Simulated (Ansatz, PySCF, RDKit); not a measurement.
Torsion H3–C1–S2–H6 in CH4S (SMILES CS); at each angle all else is relaxed with GFN2-xTB, and the levels are single points there.
Geometry at 60° (charge 0, multiplicity 1):
```
atom    x (Å)    y (Å)    z (Å)
----  -------  -------  -------
C     -0.5048   0.0029   0.0052
S      1.1513   0.7477  -0.1386
H     -0.6102  -0.4704   0.9764
H     -1.2155   0.8172  -0.0903
H     -0.6535  -0.7155  -0.7951
H      1.8326  -0.3843   0.0257
```
Energies count from the point at 60°.

Frozen-core correlation. CBS(a, b) extrapolates the correlation energy as X⁻³ and adds the Hartree–Fock energy of set b. Rows in 6-31G* carry no dispersion term and start afresh at each structure (6-31G* with six Cartesian d functions).

Codes used: Ansatz (Gaussian basis) for Hartree–Fock, density functionals and correlated methods; PySCF for 6-31G* rows; RDKit for the force fields. 

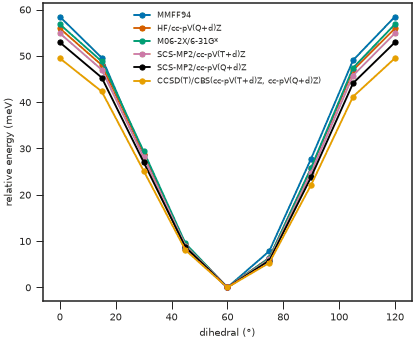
*Relative energy along the coordinate*

Ansatz is a first-principles code.
